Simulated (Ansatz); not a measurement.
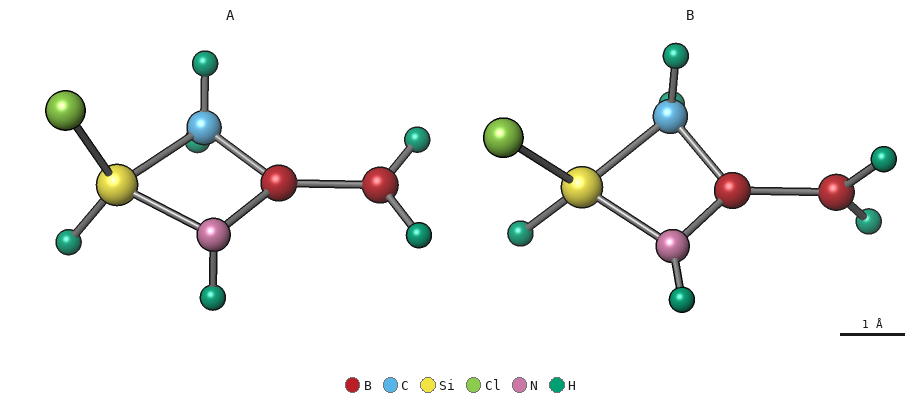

Two geometries of CH6B2ClNSi, drawn at one scale. One is the start of a relaxation, the other its converged end. Style: ball-and-stick. Shown at a tilt.

The calculation used Ansatz, RKS r2SCAN-D4/6-31G. Settings: no spin polarisation; force threshold 0.015 eV/Å; at most 40 steps.

> Which geometry has the lower energy?

Structure B is the relaxed one. The run prepares an end point of a later path (torsion) calculation, from a guessed geometry. The atom that moves furthest after the best rigid fit is an H atom (1.37 Å). Largest moves by element: H 1.37 Å, Cl 0.56 Å, N 0.26 Å, C 0.22 Å, Si 0.19 Å, B 0.16 Å. Some distances before and after: Cl–Si 2.077 → 2.195 Å, B–N 1.554 → 1.438 Å, B–H 1.132 → 1.203 Å, H–Si 1.440 → 1.503 Å. Among the angles between lasting bonds that change: Si–N–H 106.7° → 135.4°, B–N–H 108.5° → 130.3°, Cl–Si–H 123.9° → 103.9°. Groups turn about B–B by about 90°. The energy falls by 249.9 kJ/mol in 19 accepted moves (21 points after the start). Largest force component: 5.2 eV/Å at the start, 0.012 eV/Å at the end. The line search rejected the trial steps at points 5, 13 of the run. The run took 6 min on 1 thread of Intel(R) Xeon(R) Processor @ 2.50GHz (Skylake/Cascade Lake) (shared host), peak memory 0.24 GiB.

Limits of the set-up: the basis has no polarisation functions, which atoms past neon need.
